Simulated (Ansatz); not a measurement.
# Computed energy against volume: TiO2 (space group P2_1/c)

TiO2 (space group P2_1/c)

```
CELL_PARAMETERS angstrom
      4.78032     0.00000     0.00000
      0.00000     4.86143     0.00000
     -0.87340     0.00000     4.92531
ATOMIC_POSITIONS crystal
  Ti 0.27862 0.44504 0.71356
  Ti 0.72138 0.55496 0.28644
  Ti 0.72138 0.94504 0.78644
  Ti 0.27862 0.05496 0.21356
  O  0.44378 0.74138 0.96950
  O  0.55622 0.25862 0.03050
  O  0.55622 0.24138 0.53050
  O  0.44378 0.75862 0.46950
  O  0.06522 0.32791 0.34661
  O  0.93478 0.67209 0.65339
  O  0.93478 0.82791 0.15339
  O  0.06522 0.17209 0.84661
```

This relaxed cell (volume V₀) is scaled evenly in all directions, its shape held. The atoms relax within the cell's symmetry.

All values below come from PBEsol (plane waves to 420 eV, PAW, scalar-relativistic; Ansatz, an electronic-structure program). k mesh 6×6×6 (Γ-centred), Fermi-Dirac smearing 0.05 eV. Energies are smeared free energies. Compression counts positive. The points do not follow one Birch-Murnaghan curve well, so no fit is quoted. This is one of several known forms of TiO2; the measured ambient cells at hand have space group No. 60 or 61 or 136 or 141. TiO2 is run without spin polarisation. TiO2 was relaxed with its symmetry unable to fall. The zero of ΔE is the relaxed starting cell.

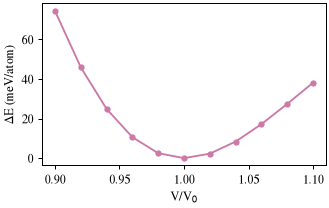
Fig. 1. ΔE (meV/atom) against V/V₀; markers are the computed points, lines only join them.

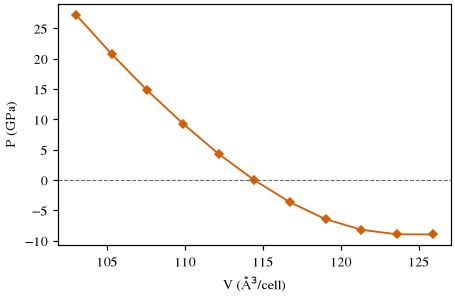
P (GPa) against V (Å³/cell); markers are the computed points, lines only join them.

The pressure at the smallest volume comes out as 27.3 GPa. The energy cost of the largest compression is 74.5 meV/atom. The energy cost of the largest expansion comes out as 38.2 meV/atom.

(Under strain, the slope of the energy per volume gives the stress and its curvature an elastic modulus.)
